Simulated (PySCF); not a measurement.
C4H8O2Si3

The calculation's input:

```
{"job": {"kind": "nmr", "xc": "PBE0", "basis": "pcSseg-1"}, "charge": 0, "multiplicity": 1}
C      3.633776     1.916250    -0.132751
C      2.872451     1.051080     0.209167
Si     1.697132    -0.267418     0.763540
C     -0.098120     0.225809     0.549779
C     -0.727214    -0.513267    -0.372396
O     -2.020785    -0.380406    -0.732429
Si    -3.207043     0.628490    -0.265862
Si     0.368433    -1.832462    -1.192826
O      1.722234    -1.496401    -0.343566
H      4.301905     2.669822    -0.438880
H      2.086328    -0.865728     2.036881
H     -0.611255     1.011361     1.086318
H     -2.856129     2.023215    -0.541122
H     -4.276722     0.126948    -1.114234
H     -3.494186     0.486077     1.163881
H     -0.028679    -3.198548    -0.874544
H      0.630876    -1.572793    -2.602525
```

Command:

```sh
OMP_NUM_THREADS=1 python probes_run.py task.json out
```

Geometry: GFN2-xTB.

The calculation used PySCF, PBE0/pcSseg-1, SCF density, gas phase, non-relativistic.

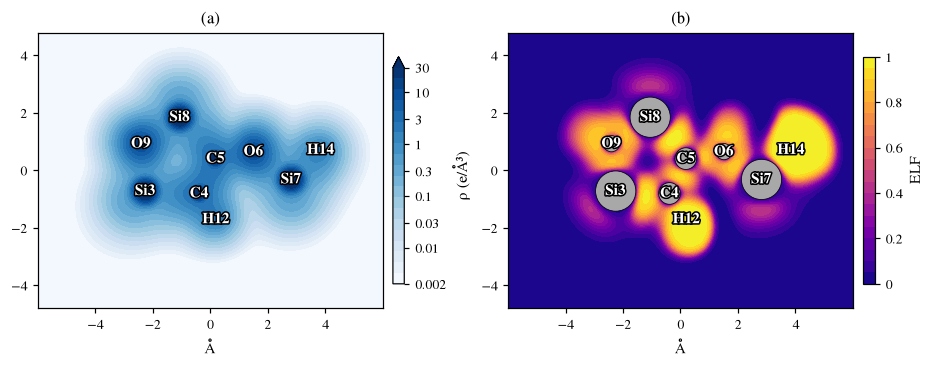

Figure 1. (a) electron density; (b) electron localisation function on the plane of atoms Si3, O9 and Si8. Grey discs cover the atomic cores in the ELF map.

**What does the map show?**

- The section cuts through Si, C, O and H sites.
- C–O (1.35 Å): the density is about 2.3 e/Å³ at the midpoint, with its minimum of 1.9 e/Å³ about 0.5 Å from C; the ELF peaks at about 0.85 between the atoms: a polar covalent bond.
- Si–O (1.63 Å): ρ at the midpoint is about 1.1 e/Å³; the ELF peaks at about 0.85 between the atoms; a short, strongly polar bond.
- C–Si (1.87 Å): ρ is about 0.95 e/Å³ halfway; the ELF peaks at about 0.95 between the atoms: a shared electron pair.
- C–H (1.08 Å): ρ is about 2 e/Å³ halfway; the ELF climbs to about 1 towards the hydrogen, as it does in any bond to H; an ordinary covalent bond to hydrogen.
- C–C (1.34 Å): the density is about 2.3 e/Å³ at the midpoint; the ELF peaks at about 0.90 between the atoms: a short, multiple covalent bond.
- The ELF also peaks beside O9 and O6, away from the bonds: lone-pair regions.

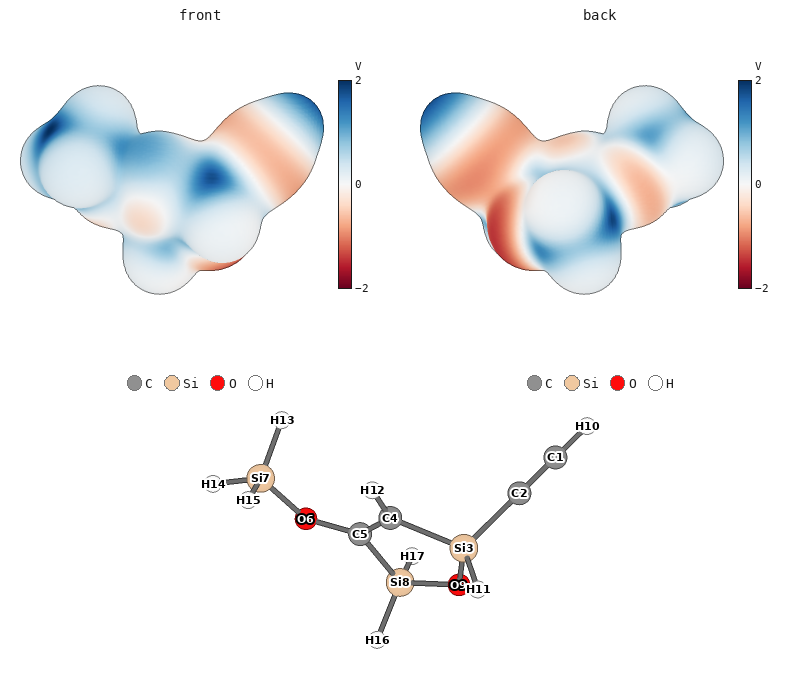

Figure 2. The molecular electrostatic potential painted on the density surface at 0.002 e/bohr³, seen from the front and from behind; the colour scale runs from red (negative) to blue (positive). The bare structure is drawn below in the same view.

**Describe the electrostatic potential map.**

The most negative region (about −1.4 V, or −32 kcal/mol for a unit charge) lies over O9, the most positive (about +1.8 V, or +42 kcal/mol for a unit charge) over Si3, Si7 and Si8. O9 is the likeliest acceptor of a hydrogen bond.

**How polar is the molecule by this calculation?**

Its dipole moment is 1.89 D.
